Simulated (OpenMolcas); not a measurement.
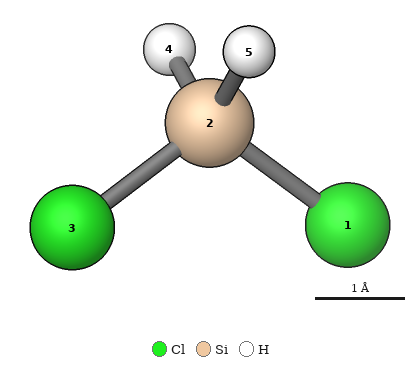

Fig. 1: The input geometry (ball-and-stick view, seen at a tilt; atoms are numbered from 1 in the order of the input).

## Single-point calculation of SiH2Cl2

System: SiH2Cl2.
Method: HF/ANO-RCC-VTZP, RHF, DKH2 (OpenMolcas 26.06).

The geometry comes from this level: PBE0-D4/def2-TZVP.

## Input file
```
* Cl2H2Si Hartree-Fock
>>> EXPORT MOLCAS_PRINT=2
&GATEWAY
Coord
5
angstrom
Cl      -1.036100      -0.393400       1.609300
Si       0.136800      -0.071700      -0.028900
Cl      -0.799200       1.196800      -1.324000
H        0.352000      -1.362200      -0.711200
H        1.396500       0.556600       0.413400
Basis = ANO-RCC-VTZP
Group = NoSym
RICD
&SEWARD
&SCF
PrOrbitals = 0
```

Hardware: 1 thread of Arm Neoverse V1, 24 GiB of memory available, shared host.

Launch command:
```bash
export MOLCAS_MEM=1860
pymolcas step1.input > step1.log
```

## Log
```
--- Start Module: gateway ---

                                              &GATEWAY

                       available to each process: 1.9 GB of memory, 1 thread

++    Symmetry information:
      ---------------------

                    Character Table for C1

                             E
                    a        1  x, y, xy, Rz, z, xz, Ry, yz, Rx, I
--

++    Basis set information:
      ----------------------

      Basis set label: CL.ANO-RCC...5S4P2D1F.

      Electronic valence basis set:
      ------------------
      Associated Effective Charge  17.000000 au
      Associated Actual Charge     17.000000 au
      Nuclear Model: Point charge

      Shell  nPrim  nBasis  Cartesian Spherical Contaminant
         s      17       5        X
         p      12       4        X
         d       5       2                 X
         f       4       1                 X

      Basis set label: SI.ANO-RCC...5S4P2D1F.

      Electronic valence basis set:
      ------------------
      Associated Effective Charge  14.000000 au
      Associated Actual Charge     14.000000 au
      Nuclear Model: Point charge

      Shell  nPrim  nBasis  Cartesian Spherical Contaminant
         s      17       5        X
         p      12       4        X
         d       5       2                 X
         f       4       1                 X

      Basis set label: CL.ANO-RCC...5S4P2D1F.

      Electronic valence basis set:
      ------------------
      Associated Effective Charge  17.000000 au
      Associated Actual Charge     17.000000 au
      Nuclear Model: Point charge

      Shell  nPrim  nBasis  Cartesian Spherical Contaminant
         s      17       5        X
         p      12       4        X
         d       5       2                 X
         f       4       1                 X

      Basis set label: H.ANO-RCC...3S2P1D.

      Electronic valence basis set:
      ------------------
      Associated Effective Charge   1.000000 au
      Associated Actual Charge      1.000000 au
      Nuclear Model: Point charge

      Shell  nPrim  nBasis  Cartesian Spherical Contaminant
         s       8       3        X
         p       4       2        X
         d       3       1                 X
--

++    Molecular structure info:
      -------------------------

                    ************************************************
                    **** Cartesian Coordinates / bohr, angstrom ****
                    ************************************************

     Center  Label                x              y              z                     x              y              z
        1      CL1             -1.957945      -0.743418       3.041136             -1.036100      -0.393400       1.609300
        2      SI2              0.258515      -0.135493      -0.054613              0.136800      -0.071700      -0.028900
        3      CL3             -1.510269       2.261624      -2.501997             -0.799200       1.196800      -1.324000
        4      H4               0.665184      -2.574185      -1.343973              0.352000      -1.362200      -0.711200
        5      H5               2.639003       1.051822       0.781213              1.396500       0.556600       0.413400

                    ***************************************
                    *    InterNuclear Distances / bohr    *
                    ***************************************

               1 CL1           2 SI2           3 CL3           4 H4            5 H5
    1 CL1      0.000000
    2 SI2      3.855636        0.000000
    3 CL3      6.321157        3.855445        0.000000
    4 H4       5.427863        2.788377        5.427584        0.000000
    5 H5       5.427897        2.788377        5.427665        4.643307        0.000000

                    *******************************************
                    *    InterNuclear Distances / angstrom    *
                    *******************************************

               1 CL1           2 SI2           3 CL3           4 H4            5 H5
    1 CL1      0.000000
    2 SI2      2.040315        0.000000
    3 CL3      3.345012        2.040214        0.000000
    4 H4       2.872301        1.475546        2.872154        0.000000
    5 H5       2.872320        1.475545        2.872197        2.457132        0.000000

                    **************************************
                    *    Valence Bond Angles / degree    *
                    **************************************
                          Atom centers                 Phi
                      4 H4       2 SI2      5 H5       112.74
--

            Nuclear Potential Energy            191.96342094 au

--- Stop Module: gateway /rc=_RC_ALL_IS_WELL_ ---
--- Module gateway spent 2 seconds ---

--- Start Module: seward ---

                                              &SEWARD

                       available to each process: 1.9 GB of memory, 1 thread

               SEWARD will generate:
                  Multipole Moment integrals up to order  2
                  Kinetic Energy integrals
                  Nuclear Attraction integrals (point charge)
                  One-Electron Hamiltonian integrals
                  Velocity integrals
                  Relativistic Douglas-Kroll-Hess integrals:
                    - Parametrization         : EXP
                    - DKH order of Hamiltonian: 2
                    - DKH order of Properties : 0
                         - multipole moment operators
                         - electric potential operators
                         - contact operators
                  Orbital angular momentum around ( -1.1079   0.4780   0.1677 )
                  Velocity quadrupole around ( -1.1079   0.4780   0.1677 )
                  Atomic mean-field integrals
                  RI decomposed two-electron repulsion integrals stored Cholesky style
                   - acCD auxiliary basis
                   - CD Threshold:   1.00E-04

                   Integrals are discarded if absolute value <: 1.00E-14
                   Integral cutoff threshold is set to       <: 1.00E-16

            Nuclear Potential Energy            191.96342094 au

      Basis set specifications :
      Symmetry species         a
      Basis functions          130

--- Stop Module: seward /rc=_RC_ALL_IS_WELL_ ---
--- Module seward spent 5 seconds ---

--- Start Module: scf ---

                                                &SCF

                       available to each process: 1.9 GB of memory, 1 thread

++    Input section:
      --------------

      Header of the integral files:

      Cartesian coordinates in angstrom:
      -----------------------------------------------------
      No.  Label        X            Y            Z
      -----------------------------------------------------
       1   CL1       -1.03610000  -0.39340000   1.60930000
       2   SI2        0.13680000  -0.07170000  -0.02890000
       3   CL3       -0.79920000   1.19680000  -1.32400000
       4   H4         0.35200000  -1.36220000  -0.71120000
       5   H5         1.39650000   0.55660000   0.41340000
      -----------------------------------------------------
      Nuclear repulsion energy =  191.96342094
--

++    Orbital specifications:
      -----------------------

      Symmetry species               1
                                     a
      Frozen orbitals                0
      Occupied orbitals             25
      Secondary orbitals           105
      Deleted orbitals               0
      Total number of orbitals     130
      Number of basis functions    130
--

      Molecular charge                           0.000

++    Optimization specifications:
      ----------------------------

      SCF Algorithm: LK-RI/DF
      LK screening threshold:                     4.50E-02
      Local-Exchange (LK) algorithm.
       - the density matrix is decomposed
      The actual AO density is used
      Number of density matrices in core                 5
      Maximum number of NDDO SCF iterations            400
      Maximum number of HF SCF iterations              400
      Threshold for SCF energy change             1.00E-09
      Threshold for density matrix                1.00E-04
      Threshold for Fock matrix                   1.50E-04
      Threshold for linear dependence             1.00E-09
      Threshold at which DIIS is turned on        1.50E-01
      Maximum depth in the DIIS procedure                5
      Maximum depth in the BFGS Hessian update          30
      Threshold at which QNR/C2DIIS is turned on  7.50E-02
      Threshold for Norm(delta) (QNR/C2DIIS)      1.00E-03
      All orbitals punched on: SCFORB
--

      Input vectors read from INPORB
      Orbital file label: *Guess orbitals

++ Convergence information
                                   SCF        iterations: Energy and convergence statistics

Iter     Tot. SCF        One-elec.       Two-elec.     Energy      Max Dij or  Max Fij      DNorm      TNorm      AccCon     Time
         Energy          Energy          Energy        Change      Delta Norm                                                in Sec.

 The total and one-electron energies are shifted by a value of      1000. a.u.

   1  -212.364984989 -1054.418024004   650.089618073   0.00E+00    2.35E-01*   1.02E-01*    9.88E+00   2.16E+02   None         0.
   2  -212.629369628 -1061.577840146   656.985049576  -2.64E-01*   1.20E-01*   5.41E-02*    9.80E+00   2.18E+02   EDIIS        0.
   3  -212.673353061 -1059.367455944   654.730681940  -4.40E-02*   2.03E-02*   1.49E-02*    9.74E+00   2.17E+02   c2DIIS       0.
   4  -212.687147774 -1059.948282927   655.297714211  -1.38E-02*   1.03E-02*   2.79E-03*    9.75E+00   2.17E+02   QNRc2DIIS    0.
   5  -212.687395667 -1059.972085992   655.321269383  -2.48E-04*   6.05E-03*   1.01E-03*    9.75E+00   2.17E+02   QNRc2DIIS    0.
   6  -212.687432081 -1059.961603212   655.310750189  -3.64E-05*   7.07E-04    2.30E-04*    9.75E+00   2.17E+02   QNRc2DIIS    0.
   7  -212.687433534 -1059.961761308   655.310906832  -1.45E-06*   1.70E-04    3.82E-05     9.75E+00   2.17E+02   QNRc2DIIS    0.
   8  -212.687433578 -1059.963473582   655.312619061  -4.41E-08*   3.52E-05    8.88E-06     9.75E+00   2.17E+02   QNRc2DIIS    0.
   9  -212.687433581 -1059.962680314   655.311825791  -2.42E-09*   9.80E-06    1.92E-06     9.75E+00   2.17E+02   QNRc2DIIS    0.
  10  -212.687433581 -1059.962708160   655.311853637  -1.92E-10    4.70E-06    7.20E-07     9.75E+00   2.17E+02   QNRc2DIIS    0.

       Convergence after  10 Iterations
--

 *****************************************************************************************************************************
 *                                             SCF/KS-DFT Program, Final results                                             *
 *                                                       Final Results                                                       *
 *****************************************************************************************************************************

::    Total SCF energy                              -1212.6874335810
      One-electron energy                           -2059.9627081601
      Two-electron energy                             655.3118536369
      Nuclear repulsion energy                        191.9634209422
      Kinetic energy (interpolated)                  1234.0186829110
      Virial theorem                                    0.9827139981
      Total spin, S(S+1)                                0.0000000000
      Total spin, S                                     0.0000000000
      Max non-diagonal density matrix element           0.0000037427
      Max non-diagonal Fock matrix element              0.0000004468

      No orbitals printed

++    Molecular charges:
      ------------------

      Mulliken charges per centre
      ---------------------------

                CL1     SI2     CL3     H4      H5
      Total   17.1870 13.7521 17.1869  0.9370  0.9370

      N-E     -0.1870  0.2479 -0.1869  0.0630  0.0630

      Total electronic charge=   50.000000

      Total            charge=   -0.000000
--

++    Static properties:
      ------------------

      LoProp Charges per center

                   CL1      SI2      CL3      H4       H5
      Nuclear     17.0000  14.0000  17.0000   1.0000   1.0000
      Electronic -17.3195 -13.0900 -17.3195  -1.1355  -1.1355

      Total       -0.3195   0.9100  -0.3195  -0.1355  -0.1355
--

++    Natural Bond Order analysis
      ---------------------------
      Based on LoProp computed density
      -------------------------------------------------------------------------------------
      Atom A       Atom B       Bond Order | Atom A       Atom B       Bond Order
        SI2          H4             0.785  |   SI2          H5             0.788
      -------------------------------------------------------------------------------------
      NBO located      3.145 electrons involved in    2 bonds.
      NBO located      0.998 non-bonded electrons on atom CL1
      NBO located      1.000 non-bonded electrons on atom CL1
      NBO located      1.000 non-bonded electrons on atom CL1
      NBO located      1.000 non-bonded electrons on atom CL1
      NBO located      1.000 non-bonded electrons on atom CL1
      NBO located      1.000 non-bonded electrons on atom CL1
      NBO located      0.983 non-bonded electrons on atom SI2
      NBO located      1.000 non-bonded electrons on atom SI2
      NBO located      1.000 non-bonded electrons on atom SI2
      NBO located      0.999 non-bonded electrons on atom SI2
      NBO located      0.989 non-bonded electrons on atom SI2
      NBO located      0.999 non-bonded electrons on atom CL3
      NBO located      1.000 non-bonded electrons on atom CL3
      NBO located      1.000 non-bonded electrons on atom CL3
      NBO located      1.000 non-bonded electrons on atom CL3
      NBO located      1.000 non-bonded electrons on atom CL3
      The remaining    7.455 electrons are to be considered as diffuse
--

++    Molecular properties:
      ---------------------

      Charge (e):
                      =   -0.0000
      Dipole Moment (debye):
      Origin of the operator (angstrom)=   -0.5863    0.2529    0.0887
                   X=  1.2162E+00               Y= -5.4582E-01               Z= -1.9809E-01           Total=  1.3477E+00
      Quadrupole Moment (debye*angstrom):
      Origin of the operator (angstrom)=   -0.5863    0.2529    0.0887
                  XX= -3.8459E+01              XY= -5.5833E-01              XZ= -2.6635E-02              YY= -3.9833E+01
                  YZ=  1.0627E+00              ZZ= -4.1302E+01
      In traceless form (debye*angstrom)
                  XX=  2.1083E+00              XY= -8.3749E-01              XZ= -3.9952E-02              YY=  4.7978E-02
                  YZ=  1.5940E+00              ZZ= -2.1563E+00
--

--- Stop Module: scf /rc=_RC_ALL_IS_WELL_ ---
--- Module scf spent 5 seconds ---

.##################.
.# Happy landing! #.
.##################.

    Timing: Wall=13.31 User=12.53 System=0.78
```

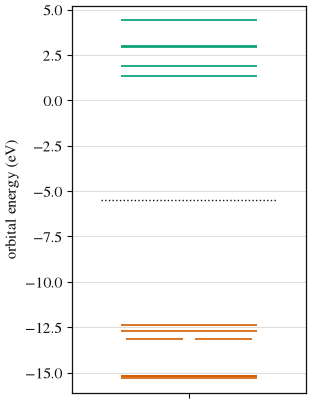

Fig. 2: Orbital energies near the frontier; the dotted line parts filled from empty levels, and levels within 0.02 eV of each other stand side by side. Highest filled −12.39 eV, lowest empty 1.36 eV, 13.75 eV apart.

## Results in brief

- outcome: converged
- total energy: −1212.687434 hartree
- basis functions: 130
- HOMO: −12.39 eV
- LUMO: 1.36 eV
- dipole moment: 1.35 debye
- wall time: 14 s
- peak memory: 0.13 GiB
